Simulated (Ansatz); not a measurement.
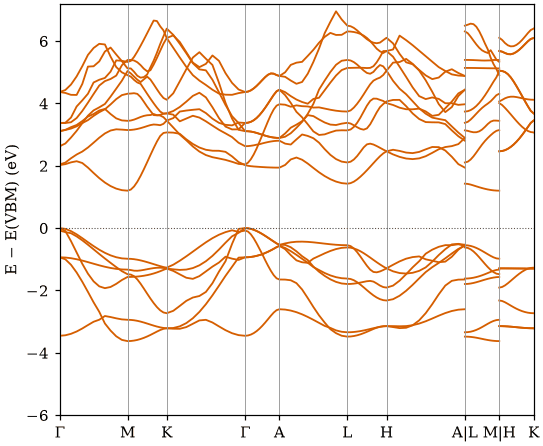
Fig. 1. Band structure from r²SCAN (plane waves, PAW; program Ansatz)

Read off the gap and where the band edges lie.

About 1.2 eV (1.20 eV by a search for the band edges); maximum at Γ, minimum at M.

Which compound is it?
A. Ce2SeO2, P-3m1 (Ce on 2d, Se on 1b, O on 2d)
B. BaMg2Sb2, P-3m1 (Ba on 1a, Mg on 2d, Sb on 2d)
C. CuI, P-3m1 (Cu on 2d, I on 2d)
D. MgAl2C2, P-3m1 (Mg on 1a, Al on 2d, C on 2d)

B, BaMg2Sb2, P-3m1 (Ba on 1a, Mg on 2d, Sb on 2d)

The first step of the workflow began from a Materials Project structure, measured or hypothetical; the Crystallography Open Database files this formula in space group No. 164, but the cells were not matched. Whether it is the stable phase at ambient conditions was not checked. The r²SCAN relaxation kept the symmetry of its start; whether a distortion lowers the energy is not shown. Scalar-relativistic: spin–orbit coupling is off unless named, which matters more the heavier the elements.

Potentials: the later of the program's two PAW sets.
